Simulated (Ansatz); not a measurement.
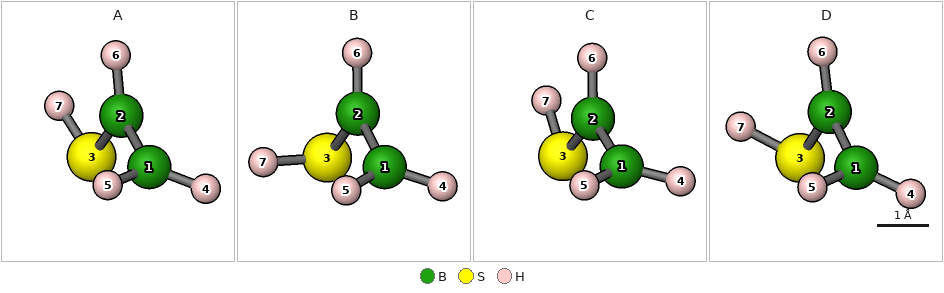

4 geometries from a converged minimum-energy path of B2H4S, shuffled. A ball-and-stick model, seen from a free direction.

Theory: RHF/def2-SVP (Ansatz 0.2.0). Settings: 9 movable images; climbing image; force threshold 0.03 eV/Å; iteration limit 60; starting path through a guess of the saddle point.

**One of them is the converged climbing image. Which?**

B. In order along the path, whose images run from 0 to 10: B (image 5, +16.8 kcal/mol), D (image 7, +9.5 kcal/mol), A (image 9, +1.5 kcal/mol), C (image 10, +0.4 kcal/mol). The motion is a rotation about the B2–S3 bond by about 180°. No bond forms or breaks between the ends. Among the angles between lasting bonds that change up to the highest image: B1–B2–S3 125.2° → 113.8°, B2–S3–H7 101.2° → 93.1°.
